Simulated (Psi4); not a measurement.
# Energy and gradient calculation of InNH3Cl (charge +1) (part 1 of 2)

The run: energy and gradient calculation of InNH3Cl, charge +1, multiplicity 2. Method and program: BHLYP/def2-SVPD, UKS, core potentials def2 (Psi4 1.11).

The geometry is that of the parent species in another charge or spin state. The geometry comes from this level: PBE0-D4/def2-TZVP.

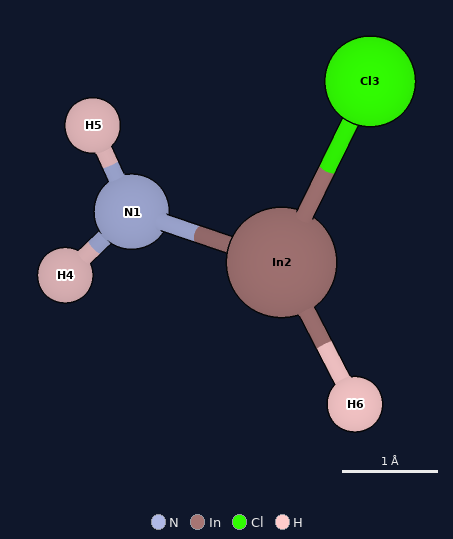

*The input geometry (ball-and-stick view, seen at a tilt; atoms are numbered from 1 in the order of the input). Sticks mark near contacts.*

### Input file (job.py)
```python
import psi4

psi4.set_memory('2200 MB')
psi4.set_num_threads(1)
psi4.set_output_file('output.dat', False)

with open('clh3inn.xyz') as f:
    atoms = ''.join(f.readlines()[2:])
geom = psi4.geometry('1 2\n' + atoms + 'symmetry c1\nno_reorient\nno_com')

psi4.set_options({
    'basis': 'def2-SVPD',
    'reference': 'uks',
    'puream': True,
    'e_convergence': 1e-09,
    'd_convergence': 1e-08,
    'scf_type': 'pk',
    'dft_radial_points': 99,
    'dft_spherical_points': 590,
    'maxiter': 100,
})

result, w = psi4.gradient('bhhlyp', return_wfn=True)
psi4.oeprop(w, 'WIBERG_LOWDIN_INDICES', 'QUADRUPOLE', 'MULLIKEN_CHARGES')
print('gradient / Eh bohr^-1')
print(result.np.round(6))
print(f'energy = {w.energy():.10f} Eh')
```

### File clh3inn.xyz
```
6
ClH3InN
N     -1.020800     0.188100    -0.504100
In     0.792100     0.148600     0.327900
Cl     0.990800    -1.771000     1.649200
H     -1.219400     0.761400    -1.308200
H     -1.558200    -0.664500    -0.526800
H      2.057500     1.273400     0.315800
```

Launched with:
```bash
python job.py
```

### Output
```
Psi4 1.11 release

gradient() will perform analytic gradient computation.

   => Loading Basis Set <=

    Name: DEF2-SVPD
    Role: ORBITAL
    Keyword: BASIS

    !!!  WARNING: ECP capability is in beta. Please check occupations closely.  !!!

         ---------------------------------------------------------
                                   SCF
                              UKS Reference
                        1 Threads,   2098 MiB Core
         ---------------------------------------------------------

  ==> Geometry <==

    Molecular point group: c1
    Full point group: C1

    Geometry (in Angstrom), charge = 1, multiplicity = 2:

       Center              X                  Y                   Z               Mass
    ------------   -----------------  -----------------  -----------------  -----------------
         N           -1.020800000000     0.188100000000    -0.504100000000    14.003074004430
         IN           0.792100000000     0.148600000000     0.327900000000   114.903878776000
         CL           0.990800000000    -1.771000000000     1.649200000000    34.968852682000
         H           -1.219400000000     0.761400000000    -1.308200000000     1.007825032230
         H           -1.558200000000    -0.664500000000    -0.526800000000     1.007825032230
         H            2.057500000000     1.273400000000     0.315800000000     1.007825032230

  Running in c1 symmetry.

  Rotational constants: A =      0.22494  B =      0.05957  C =      0.04715 [cm^-1]
  Rotational constants: A =   6743.67008  B =   1785.73462  C =   1413.62961 [MHz]
  Nuclear repulsion =  168.696243349093237

  Charge       = 1
  Multiplicity = 2
  Electrons    = 47
  Nalpha       = 24
  Nbeta        = 23

  ==> Algorithm <==

  SCF Algorithm Type is PK.
  DIIS enabled.
  MOM disabled.
  Fractional occupation disabled.
  Guess Type is SAD.
  Energy threshold   = 1.00e-09
  Density threshold  = 1.00e-08
  Integral threshold = 1.00e-12

  ==> Primary Basis <==

  Basis Set: DEF2-SVPD
    Blend: DEF2-SVPD
    Number of shells: 43
    Number of basis functions: 103
    Number of Cartesian functions: 110
    Spherical Harmonics?: true
    Max angular momentum: 2

  Core potential: DEF2-SVPD
    Number of shells: 4
    Number of ECP primitives: 18
    Number of ECP core electrons: 28
    Max angular momentum: 3

  ==> DFT Potential <==

   => LibXC <=

    Version 7.1.2

   => Composite Functional: BHANDHLYP <=

    BHandHLYP Hyb-GGA Exchange-Correlation Functional

    Defined through Gaussian implementation.

    Deriv               =              1
    GGA                 =           TRUE
    Meta                =          FALSE

    Exchange Hybrid     =           TRUE
    MP2 Hybrid          =          FALSE

   => Exchange Functionals <=

    0.5000         Becke 88

   => Exact (HF) Exchange <=

    0.5000               HF

   => Correlation Functionals <=

    1.0000   Lee, Yang & Parr

   => LibXC Density Thresholds  <==

    XC_HYB_GGA_XC_BHANDHLYP:  1.00E-15

   => Molecular Quadrature <=

    Radial Scheme          =       TREUTLER
    Pruning Scheme         =           NONE
    Nuclear Scheme         =       TREUTLER

    Blocking Scheme        =         OCTREE
    BS radius alpha        =              1
    Pruning alpha          =              1
    Radial Points          =             99
    Spherical Points       =            590
    Total Points           =         336767
    Total Blocks           =           2506
    Max Points             =            256
    Max Functions          =            101
    Weights Tolerance      =       1.00E-15

  ==> Integral Setup <==

  Using in-core PK algorithm.
   Calculation information:
      Number of atoms:                   6
      Number of AO shells:              43
      Number of primitives:             78
      Number of atomic orbitals:       110
      Number of basis functions:       103

      Integral cutoff                 1.00e-12
      Number of threads:                 1

  Performing in-core PK
  Using 28692092 doubles for integral storage.
  We computed 421626 shell quartets total.
  Whereas there are 447931 unique shell quartets.

  ==> DiskJK: Disk-Based J/K Matrices <==

    J tasked:                  Yes
    K tasked:                  Yes
    wK tasked:                  No
    Memory [MiB]:              858
    Schwarz Cutoff:          1E-12

  Cached 50.0% of DFT collocation blocks in 0.409 [GiB].

  Minimum eigenvalue in the overlap matrix is 3.6227146722E-04.
  Reciprocal condition number of the overlap matrix is 5.2245465788E-05.
    Using symmetric orthogonalization.

  ==> Pre-Iterations <==

  SCF Guess: Superposition of Atomic Densities via on-the-fly atomic UHF (no occupation information).

   -------------------------
    Irrep   Nso     Nmo
   -------------------------
     A        103     103
   -------------------------
    Total     103     103
   -------------------------

  ==> Iterations <==

                        Total Energy        Delta E     RMS |[F,P]|

   @UKS iter SAD:  -705.35603784432180   -7.05356e+02   0.00000e+00
   @UKS iter   1:  -705.96162240398871   -6.05585e-01   7.46085e-03 ADIIS/DIIS
   @UKS iter   2:  -705.22436315940752    7.37259e-01   1.24484e-02 ADIIS/DIIS
   @UKS iter   3:  -706.21545340866578   -9.91090e-01   2.11080e-03 ADIIS/DIIS
   @UKS iter   4:  -706.24866294638935   -3.32095e-02   1.57050e-03 ADIIS/DIIS
   @UKS iter   5:  -706.26075922446842   -1.20963e-02   1.15859e-03 ADIIS/DIIS
   @UKS iter   6:  -706.26579842048568   -5.03920e-03   1.18920e-03 ADIIS/DIIS
   @UKS iter   7:  -706.26601826824901   -2.19848e-04   1.18653e-03 ADIIS/DIIS
   @UKS iter   8:  -706.26922166360862   -3.20340e-03   1.21993e-03 ADIIS/DIIS
   @UKS iter   9:  -706.26568302042472    3.53864e-03   1.07293e-03 ADIIS/DIIS
   @UKS iter  10:  -706.26236032542056    3.32270e-03   1.08933e-03 ADIIS/DIIS
   @UKS iter  11:  -706.26236797304466   -7.64762e-06   1.09199e-03 ADIIS/DIIS
   @UKS iter  12:  -706.26043183841477    1.93613e-03   1.12900e-03 ADIIS/DIIS
   @UKS iter  13:  -706.26152506750077   -1.09323e-03   1.08404e-03 ADIIS/DIIS
   @UKS iter  14:  -706.26070164917382    8.23418e-04   9.35550e-04 ADIIS/DIIS
   @UKS iter  15:  -706.26210137959936   -1.39973e-03   9.49145e-04 ADIIS/DIIS
   @UKS iter  16:  -706.26785099160145   -5.74961e-03   8.42226e-04 ADIIS/DIIS
   @UKS iter  17:  -706.27250037786644   -4.64939e-03   7.31769e-04 ADIIS/DIIS
   @UKS iter  18:  -706.27610140111381   -3.60102e-03   7.21526e-04 ADIIS/DIIS
   @UKS iter  19:  -706.28519948309747   -9.09808e-03   5.47069e-04 ADIIS/DIIS
   @UKS iter  20:  -706.28974572502159   -4.54624e-03   3.80835e-04 ADIIS/DIIS
   @UKS iter  21:  -706.29327661910895   -3.53089e-03   3.25067e-04 ADIIS/DIIS
   @UKS iter  22:  -706.29376285041053   -4.86231e-04   1.29857e-04 ADIIS/DIIS
   @UKS iter  23:  -706.29415535223131   -3.92502e-04   5.50612e-05 DIIS
   @UKS iter  24:  -706.29418615344377   -3.08012e-05   1.85956e-05 DIIS
   @UKS iter  25:  -706.29419085329130   -4.69985e-06   6.06361e-06 DIIS
   @UKS iter  26:  -706.29419136999218   -5.16701e-07   3.76587e-06 DIIS
   @UKS iter  27:  -706.29419159362521   -2.23633e-07   1.15650e-06 DIIS
   @UKS iter  28:  -706.29419162588260   -3.22574e-08   3.29189e-07 DIIS
   @UKS iter  29:  -706.29419162921477   -3.33216e-09   1.20445e-07 DIIS
   @UKS iter  30:  -706.29419162959039   -3.75621e-10   8.41150e-08 DIIS
   @UKS iter  31:  -706.29419162973318   -1.42791e-10   1.36911e-08 DIIS
   @UKS iter  32:  -706.29419162974182   -8.64020e-12   3.90664e-09 DIIS
  Energy and wave function converged.

  ==> Post-Iterations <==

   Electrons on quadrature grid:
      Nalpha   =   24.0000005771 ; deviation = 5.771e-07
      Nbeta    =   23.0000004434 ; deviation = 4.434e-07
      Ntotal   =   47.0000010204 ; deviation = 1.020e-06

   @Spin Contamination Metric:   5.997952610E-03
   @S^2 Expected:                7.500000000E-01
   @S^2 Observed:                7.559979526E-01
   @S   Expected:                5.000000000E-01
   @S   Observed:                5.000000000E-01

    Orbital Energies [Eh]
    ---------------------

    Alpha Occupied:

       1A   -102.926806     2A    -15.170994     3A    -10.037060
       4A     -7.692967     5A     -7.689276     6A     -7.687931
       7A     -5.199373     8A     -3.551235     9A     -3.545966
      10A     -3.541786    11A     -1.312914    12A     -1.136061
      13A     -1.124822    14A     -1.123817    15A     -1.120617
      16A     -1.117719    17A     -1.050645    18A     -0.888094
      19A     -0.803752    20A     -0.741579    21A     -0.636845
      22A     -0.567417    23A     -0.539799    24A     -0.532747

    Alpha Virtual:

      25A     -0.223080    26A     -0.208521    27A     -0.154055
      28A     -0.122672    29A     -0.094235    30A     -0.088469
      31A     -0.067787    32A     -0.058789    33A     -0.051079
      34A     -0.040077    35A     -0.016265    36A     -0.009017
      37A     -0.004356    38A      0.010775    39A      0.029596
      40A      0.033616    41A      0.045909    42A      0.055767
      43A      0.059547    44A      0.075531    45A      0.086222
      46A      0.105866    47A      0.112444    48A      0.132966
      49A      0.141460    50A      0.161039    51A      0.165011
      52A      0.173021    53A      0.195245    54A      0.211206
      55A      0.215728    56A      0.233028    57A      0.255512
      58A      0.268655    59A      0.297372    60A      0.312208
      61A      0.333659    62A      0.348287    63A      0.410399
      64A      0.416377    65A      0.439943    66A      0.460154
      67A      0.520508    68A      0.562099    69A      0.576209
      70A      0.710495    71A      0.753051    72A      0.794220
      73A      0.836448    74A      0.867832    75A      0.913694
      76A      0.922670    77A      0.929378    78A      0.963728
      79A      0.991120    80A      1.031694    81A      1.056939
      82A      1.136252    83A      1.228796    84A      1.292754
      85A      1.327235    86A      1.521492    87A      1.570115
      88A      1.573697    89A      1.637164    90A      1.679758
      91A      1.762968    92A      1.884801    93A      1.976922
      94A      2.012083    95A      2.300187    96A      2.409396
      97A      2.565140    98A      3.008808    99A      3.299151
     100A     16.019986   101A     17.423081   102A     17.588230
     103A     60.731459

    Beta Occupied:

       1A   -102.926425     2A    -15.147175     3A    -10.036709
       4A     -7.692612     5A     -7.688104     6A     -7.687683
       7A     -5.198913     8A     -3.550459     9A     -3.545346
      10A     -3.541573    11A     -1.244756    12A     -1.135363
      13A     -1.122819    14A     -1.121379    15A     -1.117813
      16A     -1.116611    17A     -1.047995    18A     -0.871175
      19A     -0.784112    20A     -0.633507    21A     -0.566318
      22A     -0.535030    23A     -0.531227

    Beta Virtual:
```
